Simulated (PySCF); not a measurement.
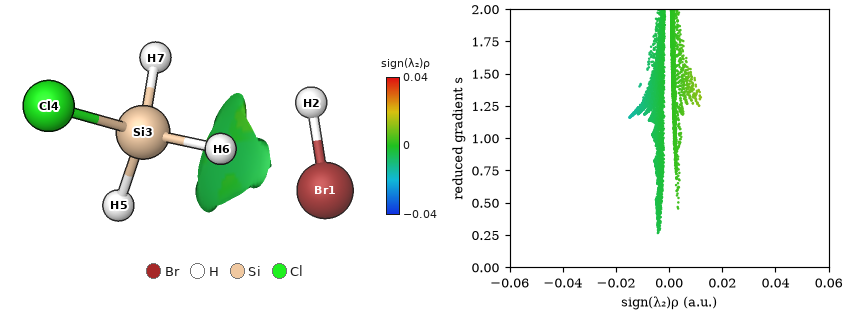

BrClH₄Si, SMILES `Br.[SiH3]Cl`. Non-covalent interaction surfaces between the fragments (reduced density gradient s = 0.5, coloured by sign(λ₂)ρ in a.u.; trimmed to the region between the fragments where ρ is under 0.06 a.u.). Fragment A: HBr (atoms 1–2); fragment B: SiH3Cl. The plot gives s against sign(λ₂)ρ for grid points between the fragments.

Method: TPSS/def2-SVPD; geometry: GFN2-xTB; program: PySCF. GFN2-xTB bond lengths at metals and heavier atoms can be off by up to 0.1 Å and shapes distorted, which carries into these values.

> Interpret the surfaces between the fragments.

Bond critical points between the fragments: Br1···Si3, 3.83 Å, ρ = 0.005 a.u. It is weak and appears green (van der Waals range). The pose is a local one from a semi-empirical search, not shown to be the most stable.

> How strongly are they bound?

The counterpoise-corrected interaction energy of the frozen fragments is −0.1 kcal/mol without dispersion correction and −1.5 kcal/mol with D3(BJ). The pair geometry is semi-empirical, not a minimum at this level.
